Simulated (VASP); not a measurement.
Data:

```xyz
4
Lattice="1.5651 -2.7108 0.0000 1.5651 2.7108 0.0000 0.0000 0.0000 5.0117" Properties=species:S:1:pos:R:3 pbc="T T T"
Al     1.5651    -0.9036     2.5061
Al     1.5651     0.9036     0.0002
N      1.5651    -0.9036     4.4201
N      1.5651     0.9036     1.9142
```

Computed with PBE GGA, VASP's PBE PAW potentials (set 64) (plane waves; VASP). Numerical set-up: 520 eV cut-off, 9×9×5 Γ-centred mesh, tetrahedra with Blöchl corrections, potentials Al N.

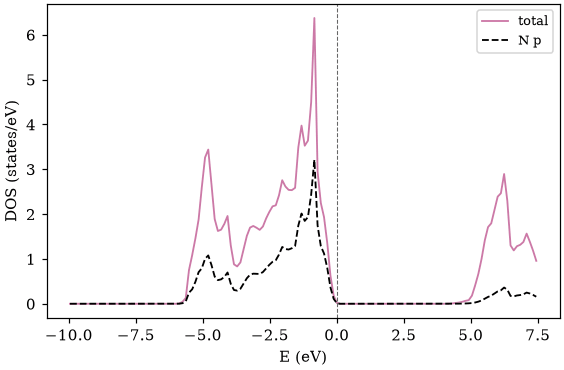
*Total and projected density of states, zero at the valence-band maximum*

Within 2 eV below the valence-band maximum the largest weight inside VASP's projection spheres is N p.

The gap is direct, 4.05 eV, from the valence maximum at Γ to the conduction minimum at Γ.

The compound is AlN in the wurtzite structure. It was relaxed first.
